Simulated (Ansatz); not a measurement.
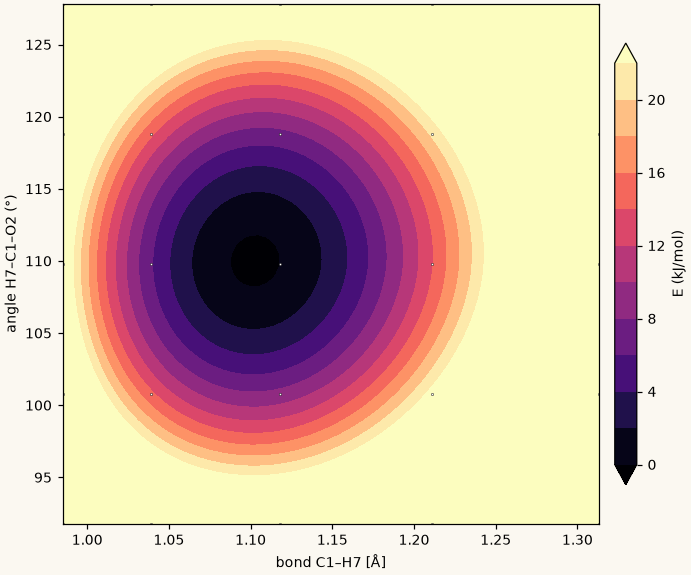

CH3AlFO, SMILES C[O][Al][F], spin multiplicity 2. 
- Two internal coordinates are moved rigidly from the geometry relaxed at PBE0-D4/def2-TZVP, all others fixed.
- First axis: bond C1–H7. Second axis: angle H7–C1–O2.
- The grid has 5 × 5 points.
- Energies: kJ/mol, counted from the lowest grid point.
- Method: UKS PBE-D4/def2-TZVPP in Ansatz.

In the figure: filled contours, dots at the grid points, one colour for all values above the top of the scale. Between grid points the surface is interpolated.

### Where is the minimum, and how stiff is the well along each coordinate?

The interpolated minimum is at bond C1–H7 ≈ 1.102 Å, angle H7–C1–O2 ≈ 110.0°. The curvatures there are about 30 eV/Å² and 6.7 eV/rad², with a cross term of about −0.5 eV/(Å·rad). Round the minimum the two coordinates are nearly uncoupled. (1 eV is 96.5 kJ/mol.)
